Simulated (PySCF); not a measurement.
SMILES [CH2]NCC (C₃H₈N), doublet at its PBE0/def2-SVP optimised geometry (Å):

```
12

C     -1.6558    -0.9388    -1.1505
N     -0.3098    -0.6341    -1.1014
C      0.2214     0.1308     0.0000
C      1.7379     0.1308     0.0000
H     -2.1368    -1.1751    -0.1972
H     -2.0111    -1.4469    -2.0495
H      0.1033    -0.3958    -1.9975
H     -0.1575     1.1751     0.0000
H     -0.1526    -0.3252     0.9330
H      2.1308    -0.8956     0.0544
H      2.1307     0.7009     0.8548
H      2.1368     0.5973    -0.9161
```

Computed with PySCF 2.14.0 with unrestricted PBE0/def2-TZVP. Cells within 0.4 Å of a nucleus heavier than hydrogen are left out (blank, or x).

Map of the deformation density (molecule minus spherical neutral atoms) (e/bohr³) on the plane z = 0.0 Å:

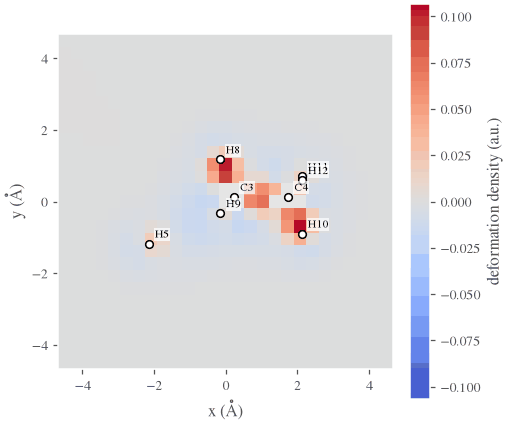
Figure: Deformation density (molecule minus spherical neutral atoms) (e/bohr³) on the plane z = 0.0 Å.
